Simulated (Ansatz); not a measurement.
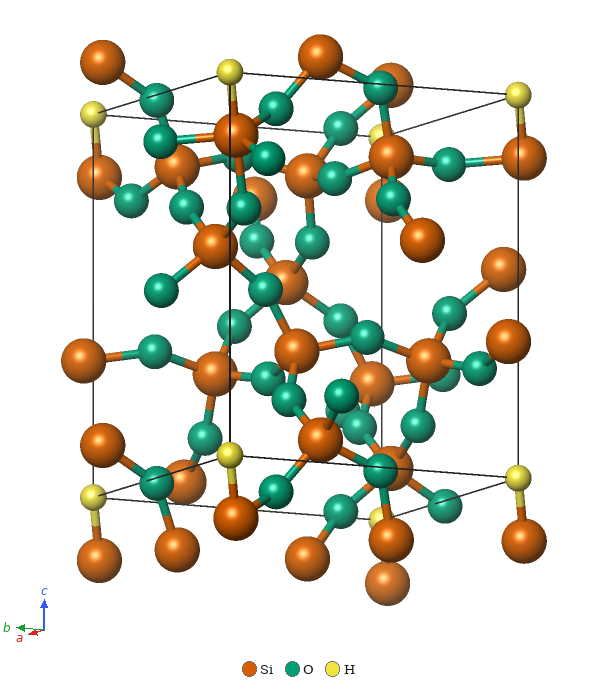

A ball-and-stick picture of a crystal structure, seen from a general direction. Thin lines show the simulation cell, with boundary atoms drawn in all their periodic places. Periodic images bonded to atoms of the box are shown as well. Cell: a = 7.454 Å, b = 7.454 Å, c = 8.695 Å, α = 90.00°, β = 90.00°, γ = 95.32°.

Explain the picture.

- The structure is one of Si12HO24.
- All rotations and mirrors are lost; the group is P1.
- One cell contains 12 Si, 1 H, 24 O, 37 atoms in all.
- O is coordinated by two Si at about 1.6 to 1.8 Å. Around each H lies one Si at about 1.5 Å.
- The bonds build a three-dimensional framework.

Its origin is a structure listed in the Materials Project, repeated into a supercell with a point defect put in. The atoms were relaxed in a fixed cell with DFT PBE, scalar-relativistic, plane waves, PAW (Ansatz 0.2.0).
